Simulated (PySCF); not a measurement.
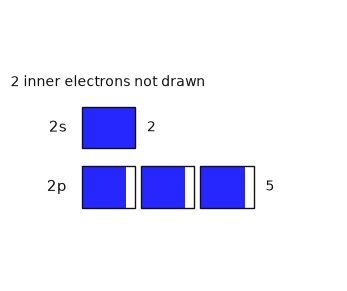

Fig. 1: The outer shells of the nominal configuration: a box for each of the 2l + 1 orbitals, shaded by the share of the shell that is filled, with the electron count at the right.

## Atomic calculation for Sr²⁹⁺

System: Sr²⁹⁺, configuration 1s2 2s2 2p5, multiplicity 2.
Method: unrestricted PBE, even-tempered 18s11p6d5f4g, non-relativistic, point nucleus (PySCF).

**The input**
```python
from pyscf import gto, scf, dft, mp, cc
mol = gto.M(atom="Sr 0 0 0", charge=29, spin=1, symmetry="D2h",
            basis=gto.etbs([(0, 18, 8.7, 2.2), (1, 11, 11, 2.2), (2, 6, 52, 2.4), (3, 5, 77, 2.4), (4, 4, 120, 2.4)]))
mf = dft.UKS(mol, xc="PBE")
mf.irrep_nelec = {'Ag': (2, 2), 'B1u': (1, 1), 'B2u': (1, 1), 'B3u': (1, 0)}
mf.kernel()
```

The script is an equivalent of what the driver set up; the driver started from orbitals of its own, so the log can be shorter than this script's would be, and it computed the properties (radii, ⟨L²⟩, response) afterwards. It held the occupations shell by shell, which the script's counts by irreducible representation don't always enforce.

**The program's output (extracts)**
```
damping factor = 0
level_shift factor = 0
DIIS = <class 'pyscf.scf.diis.CDIIS'>
diis_start_cycle = 1
diis_space = 10
diis_damp = 0
SCF conv_tol = 1e-09
SCF conv_tol_grad = None
number electrons alpha = 5  beta = 4
XC functionals = PBE
    J. P. Perdew, K. Burke, and M. Ernzerhof.,  Phys. Rev. Lett. 77, 3865 (1996)
    J. P. Perdew, K. Burke, and M. Ernzerhof.,  Phys. Rev. Lett. 78, 1396 (1997)
    J. P. Perdew, K. Burke, and M. Ernzerhof.,  Phys. Rev. Lett. 77, 3865 (1996)
    J. P. Perdew, K. Burke, and M. Ernzerhof.,  Phys. Rev. Lett. 78, 1396 (1997)
cycle= 1 E= -2447.51783066647  delta_E= -0.00784  |g|= 0.0157  |ddm|= 0.0133
cycle= 2 E= -2447.51783184934  delta_E= -1.18e-06  |g|= 0.000703  |ddm|= 0.000166
cycle= 3 E= -2447.51783185269  delta_E= -3.35e-09  |g|= 5.54e-05  |ddm|= 8.84e-06
cycle= 4 E= -2447.51783185271  delta_E= -1.55e-11  |g|= 3.54e-07  |ddm|= 6.04e-07
converged SCF energy = -2447.51783185271  <S^2> = 0.75002811  2S+1 = 2.0000281
```

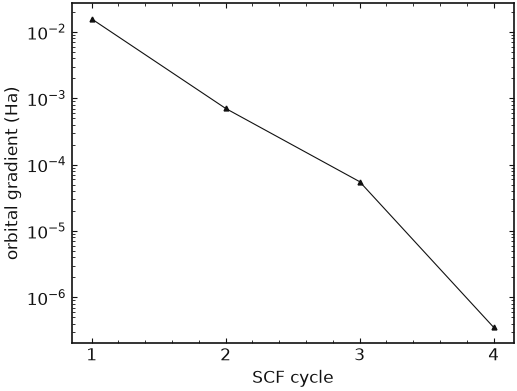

Fig. 2: Convergence: orbital gradient against the SCF cycle. The residual falls at every step. It goes from 0.016 to 3.5×10⁻⁷ in 4 steps.

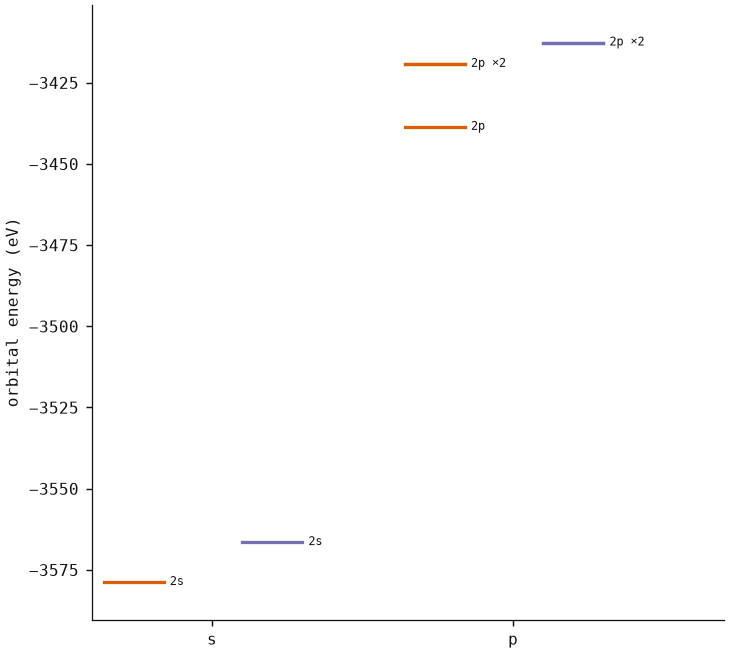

Fig. 3: Orbital energies of the mean field, from the top down to −3579 eV, by angular momentum, α spin at the left of each column and β at the right; ×n counts the orbitals under one label. The highest filled orbital is 2p β at −3413 eV, the lowest empty one p β at −3406 eV.

**Key numbers**

| quantity | value |
| --- | --- |
| outcome | converged |
| total energy | −2447.5178 hartree |
| kinetic energy | 2447.1590 hartree |
| ⟨S²⟩ | 0.750 |
| ⟨L²⟩ | 2.00 |
| SCF iterations | 4 |
| hardware | 1 CPU thread, shared host |
| CPU time | 0.84 s (integrals apart) |

**Notes**

Relativity is left out, which matters for an atom this heavy.
